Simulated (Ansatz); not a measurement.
# CH4F2OSi2: the cost of one run

The runs use Ansatz 0.2.0, Gaussian basis; functionals in def2-TZVPP, the program's frozen cores in correlated methods.

Plan: PBE-D4, r2SCAN-D4, PBE0-D4, B3LYP-D4, ωB97X-V, ωB97M-V, B2PLYP; CCSD(T)/def2-TZVPP; MP2/def2-QZVPP; extrapolation to the limit.

## Step 1: The relaxed structure

An earlier PBE0-D4 in a triple-zeta def2 set relaxation fixed the geometry.

SMILES `O=C([SiH3])[SiH](F)F`, 10 atoms, charge 0, spin multiplicity 1.

Atoms are counted from 1 here; the program's logs count them from 0.

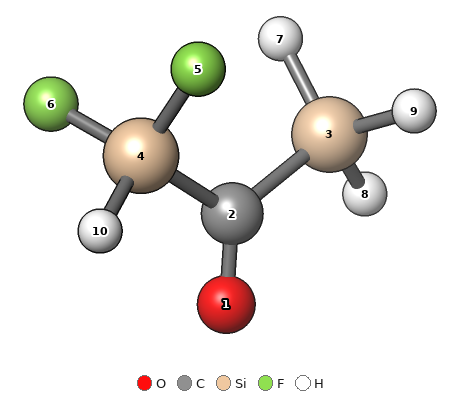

The geometry (oxygen red, carbon grey, silicon light orange, fluorine green, hydrogen white); atoms are numbered from 1 in the order of the file.

## Step 2: PBE-D4 (GGA)

Input file in.yaml:

```yaml
crystal:
  periodic: [false, false, false]
  atoms:
    - {symbol: O, position_ang: [-1.142448, -1.394801, 0.849308]}
    - {symbol: C, position_ang: [-0.439735, -0.560983, 0.311827]}
    - {symbol: Si, position_ang: [0.130069, -0.781639, -1.528445]}
    - {symbol: Si, position_ang: [0.057713, 0.949179, 1.391231]}
    - {symbol: F, position_ang: [1.559688, 1.345679, 1.059171]}
    - {symbol: F, position_ang: [-0.857456, 2.177030, 0.974717]}
    - {symbol: H, position_ang: [0.051191, 0.538014, -2.206977]}
    - {symbol: H, position_ang: [-0.732823, -1.790301, -2.186594]}
    - {symbol: H, position_ang: [1.548069, -1.225161, -1.495806]}
    - {symbol: H, position_ang: [-0.091168, 0.691882, 2.834568]}
basis:
  gaussian: {orbitals: def2-TZVPP}
hamiltonian: {xc: pbe, dispersion: d4}
output: {forces: true, orbitals: {seedname: orbitals}}
```

Launch:

```bash
$ ansatz run in.yaml --threads 4 --pin off --events-out ev --progress --plain --max-ram 10444MiB
```

**Question.** How long does this run take on 4 threads of Arm Neoverse V1, shared host, and how much memory does it need?

About 3.3 s, with a peak of 0.37 GiB.
